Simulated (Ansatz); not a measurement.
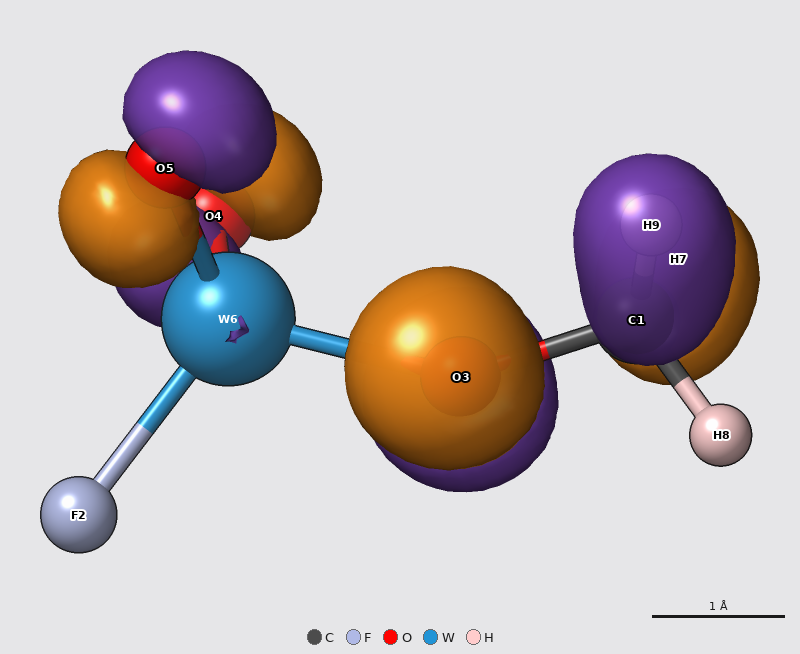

CH$_{3}$FO$_{3}$W (SMILES C[O][W](=[O])(=[O])[F]). The HOMO−1 at ±0.15 Å⁻³ᐟ² (orange and purple are the two phases), seen across its widest extent.

Geometry: PBE0-D4/def2-SVP; core potentials replace the inner electrons of W.

Theory: isolated molecule in a Gaussian basis; Kohn-Sham density functional theory, functional PBE0 (Ansatz 0.2.0).

Input file:

```
crystal:
  periodic: [false, false, false]
  atoms:
    - {symbol: C, position_ang: [2.232213, 0.426679, 1.372949]}
    - {symbol: F, position_ang: [1.751454, -3.979785, 0.611245]}
    - {symbol: O, position_ang: [2.049462, -0.944520, 1.147681]}
    - {symbol: O, position_ang: [0.477429, -1.929287, -1.057806]}
    - {symbol: O, position_ang: [-0.486406, -2.280500, 1.458482]}
    - {symbol: W, position_ang: [0.943514, -2.294406, 0.536926]}
    - {symbol: H, position_ang: [2.125816, 0.987886, 0.431003]}
    - {symbol: H, position_ang: [3.244254, 0.585497, 1.773520]}
    - {symbol: H, position_ang: [1.494514, 0.796256, 2.102771]}
basis:
  gaussian:
    orbitals: def2-SVPD
hamiltonian:
  xc: {name: PBE0}
output: {forces: true, orbitals: {seedname: orbitals}}
total_charge: 0
magnetization:
  spin_polarized: false
```

Command:

```sh
ansatz run input.yaml --threads 2 --pin off --max-ram 5220MiB --events-out events.jsonl --progress --plain --runs-dir runs
```

> What is the character of this orbital?

Its weight (Hirshfeld) is mainly on O3 (about 40 %), O5 (about 15 %), O4 (about 15 %), C1 (about 10 %), H9 (about 5 %) and H7 (about 5 %). Its energy is −9.53 eV.
